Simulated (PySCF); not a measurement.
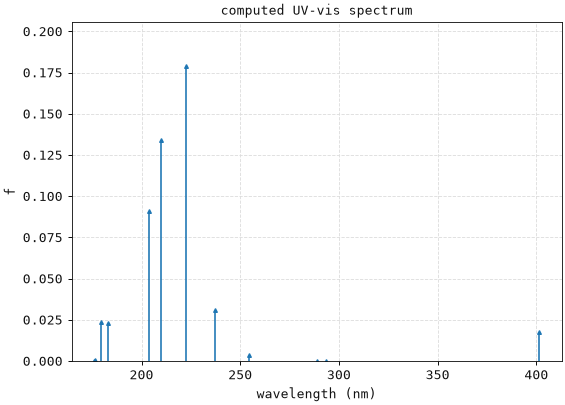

Computed absorption of C₂H₅Cu (Cu(C2H4)H), SMILES [H][Cu]1<-[CH2]=[CH2]->1, singlet. Vertical TDDFT excitations, PBE0/def2-SVPD with PySCF 2.14.0, at a PBE0-D3(BJ)/def2-SVP geometry (no frequency check), gas phase. Only the first 15 singlet excitations are included. States within 0.01 eV of each other are merged, with their strengths summed. The highest state may be half of a pair whose partner wasn't computed.

> Does any vertical transition fall in the visible?

1 singlet level lies below 3.1 eV (beyond 400 nm), with f up to 0.017, so it absorbs visible or near-infrared light.

> Which of the computed transitions is the brightest, and what character does the calculation give it?

S7 at 5.58 eV (222 nm), f = 0.179, mainly HOMO → LUMO+2 (97 %).

> Where is the lowest singlet, and is it bright?

S1 lies at 3.09 eV (402 nm) with f = 0.017, mainly HOMO → LUMO (96 %); it is weak.

Caveats: states above the negative HOMO energy depend on the basis; core orbitals are frozen in the response.
